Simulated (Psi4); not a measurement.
# BH2F (SMILES BF): PBE/aug-cc-pVTZ (sweep point 11)

What is the vertical ionisation energy of BH2F at PBE/aug-cc-pVTZ (sweep point 11)? 

Program for the calculation: Psi4 1.11.

### 1 The molecule

BH2F: 4 atoms, total charge 0, spin state singlet. SMILES: `BF`. The coordinates come from a PBE0-D4/def2-TZVP relaxation.

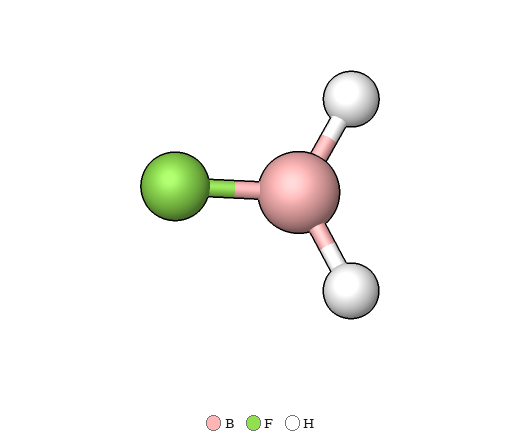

The structure, seen from a chosen angle (boron pink, fluorine green, hydrogen white).

### 2 A single-point energy at PBE/aug-cc-pVTZ (sweep point 11)

job.inp

```
memory 1600 MB

molecule {
  B     -0.027300    -0.004000    -0.030800
  F      1.061200    -0.296700     0.649900
  H     -1.012500    -0.649100     0.186200
  H      0.034200     0.889600    -0.825600
  units angstrom
  symmetry c1
}

set {
  reference            rks
  puream               true
  scf_type             pk
  dft_radial_points    99
  dft_spherical_points 590
}

e, wfn = energy("pbe/aug-cc-pVTZ", return_wfn=True)
```

The run is started by

```bash
$ psi4 job.inp job.out -n 1
```

job.out, shortened:

```text
[...]
  Running in c1 symmetry.
[...]
  Nuclear repulsion =   27.175758468175218
[...]
  Multiplicity = 1
[...]
  Nalpha       = 8
  Nbeta        = 8
[...]
    Number of basis functions: 138
[...]
   @RKS iter   1:  -125.73946248186120   -4.19757e-01   3.09227e-03 ADIIS/DIIS
[...]
   @RKS iter   7:  -125.82734344749481   -2.35471e-08   3.25273e-07 DIIS
[...]
    Orbital Energies [Eh]
    ---------------------
    Doubly Occupied:
       1A    -24.286084     2A     -6.567518     3A     -1.128884
       4A     -0.510594     5A     -0.425897     6A     -0.415796
       7A     -0.403124     8A     -0.285599
[...]
  @RKS Final Energy:  -125.82734344749481
   => Energetics <=
    Nuclear Repulsion Energy =             27.1757584681752178
    One-Electron Energy =                -227.1725566699829244
    Two-Electron Energy =                  89.2717802769555817
    DFT Exchange-Correlation Energy =     -15.1023255226426905
    Empirical Dispersion Energy =           0.0000000000000000
    VV10 Nonlocal Energy =                  0.0000000000000000
    Total Energy =                       -125.8273434474948118
[...]
 Multipole Moments:
 ------------------------------------------------------------------------------------
     Multipole            Electronic (a.u.)      Nuclear  (a.u.)        Total (a.u.)
 ------------------------------------------------------------------------------------
 L = 1.  Multiply by 2.5417464519 to convert [e a0] to [Debye]
 Dipole X            :          1.6792115           -1.8791707           -0.1999592
 Dipole Y            :         -0.4517156            0.5054210            0.0537054
 Dipole Z            :          1.0503261           -1.1752995           -0.1249734
 Magnitude           :                                                    0.2418394
[...]
```

Run time: 9.3 s. Hardware: 1 thread of AMD EPYC 9R45 (Zen 5), shared host; peak memory 1 GiB.

### 3 The doublet cation, same level

bfh2.in

```
memory 1600 mb

molecule {
  1 2
  B     -0.027300    -0.004000    -0.030800
  F      1.061200    -0.296700     0.649900
  H     -1.012500    -0.649100     0.186200
  H      0.034200     0.889600    -0.825600
  units angstrom
  symmetry c1
}

set {
  basis aug-cc-pVTZ
  reference uks
  puream true
  scf_type pk
  dft_radial_points 99
  dft_spherical_points 590
  maxiter 150
}

energy('pbe')
```

The run is started by

```bash
$ psi4 -n 1 bfh2.in bfh2.out
```

bfh2.out, shortened:

```text
[...]
  Running in c1 symmetry.
[...]
  Nuclear repulsion =   27.175758468175218
[...]
  Multiplicity = 2
[...]
  Nalpha       = 8
  Nbeta        = 7
[...]
    Number of basis functions: 138
[...]
   @UKS iter   1:  -125.35349945601891   -3.37938e-02   1.59665e-03 DIIS/ADIIS
[...]
   @UKS iter   8:  -125.38346200378737   -3.73590e-08   2.30293e-07 DIIS
[...]
   @S^2 Observed:                7.534306281E-01
[...]
    Orbital Energies [Eh]
    ---------------------
    Alpha Occupied:
       1A    -24.657183     2A     -6.940032     3A     -1.479326
       4A     -0.854461     5A     -0.788882     6A     -0.762705
       7A     -0.746687     8A     -0.660795
    Alpha Virtual:
       9A     -0.397530    10A     -0.220859    11A     -0.198007
      12A     -0.155404    13A     -0.153177    14A     -0.114405
      15A     -0.108097    16A     -0.098690    17A     -0.087249
      18A     -0.054111    19A     -0.047394    20A     -0.042197
      21A     -0.030294    22A     -0.023589    23A      0.009388
      24A      0.010176    25A      0.025640    26A      0.045803
[...]
  @UKS Final Energy:  -125.38346200378737
   => Energetics <=
    Nuclear Repulsion Energy =             27.1757584681752178
    One-Electron Energy =                -221.5937417462813244
    Two-Electron Energy =                  83.7659904821906593
    DFT Exchange-Correlation Energy =     -14.7314692078719318
    Empirical Dispersion Energy =           0.0000000000000000
    VV10 Nonlocal Energy =                  0.0000000000000000
    Total Energy =                       -125.3834620037873719
[...]
 Multipole Moments:
 ------------------------------------------------------------------------------------
     Multipole            Electronic (a.u.)      Nuclear  (a.u.)        Total (a.u.)
 ------------------------------------------------------------------------------------
 L = 1.  Multiply by 2.5417464519 to convert [e a0] to [Debye]
 Dipole X            :          0.5670019           -1.8791707           -1.3121688
 Dipole Y            :         -0.1525163            0.5054210            0.3529047
 Dipole Z            :          0.3546683           -1.1752995           -0.8206312
 Magnitude           :                                                    1.5873765
[...]
```

Wall time 14 s (1 thread of AMD EPYC 9R45 (Zen 5), shared host); peak memory 1 GiB.

### 4 Results

At PBE/aug-cc-pVTZ (sweep point 11):

| quantity | value |
| --- | --- |
| singlet BH2F: total energy | -125.82734 Eh |
| singlet BH2F: dipole moment | 0.61 D |
| singlet BH2F: HOMO energy | -7.77 eV |
| singlet BH2F: LUMO energy | -2.29 eV |
| singlet BH2F: HOMO–LUMO gap | 5.48 eV |
| doublet cation: total energy | -125.38346 Eh |
| doublet cation: HOMO energy (highest over α and β) | -17.98 eV |
| doublet cation: LUMO energy (lowest over α and β) | -16.44 eV |
| doublet cation: ⟨S²⟩ | 0.753 |
| vertical ionisation energy (to the doublet cation) | 12.079 eV |

In words: The vertical ionisation energy comes to 12.08 eV (1165 kJ/mol). −ε(HOMO) before ionisation, 7.77 eV, is 4.31 eV below this ionisation energy.
